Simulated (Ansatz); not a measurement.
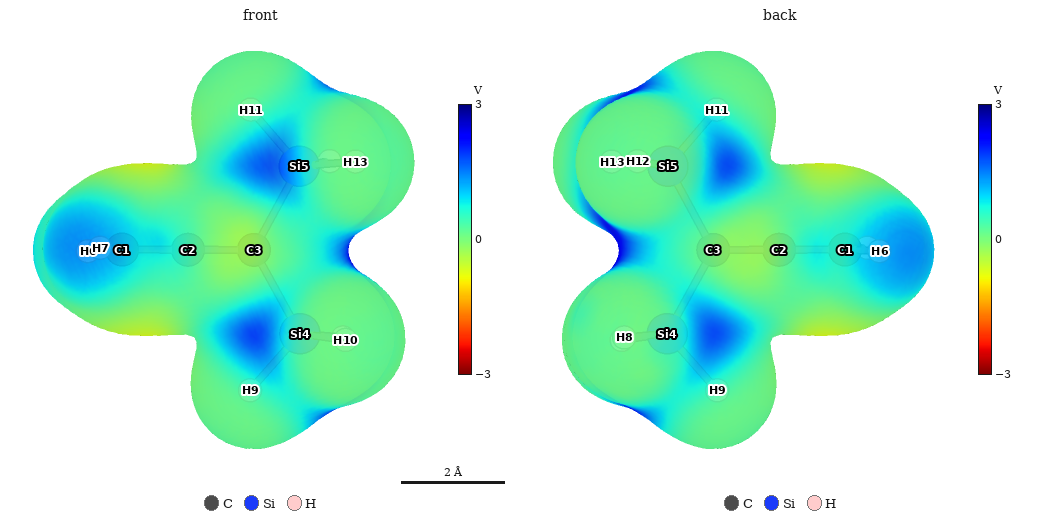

*C3H8Si2. The electrostatic potential painted on the density surface at 0.004 e/bohr³, seen from the front and from behind; red is negative and blue positive.*

Level of theory: Ansatz, RKS BHLYP-D4/def2-SVP.

```xyz
13

C    -1.0643    2.0073   -1.0112
C    -0.5064    0.9570   -0.4806
C     0.0512   -0.0949    0.0488
Si    0.2781   -0.1587    1.9084
Si    0.5964   -1.4898   -1.0783
H    -2.1398    2.0549   -1.1548
H    -0.4664    2.8591   -1.3222
H    -0.2868   -1.4225    2.4400
H    -0.3980    0.9972    2.5355
H     1.7223   -0.1323    2.2425
H     0.4016   -1.0964   -2.4903
H    -0.1923   -2.7109   -0.7870
H     2.0250   -1.8049   -0.8362
```

### Describe the electrostatic potential map.

The most negative region (about −0.6 V) lies over the π face of C1 and C2, the most positive (about +2.3 V) over Si4 and Si5.
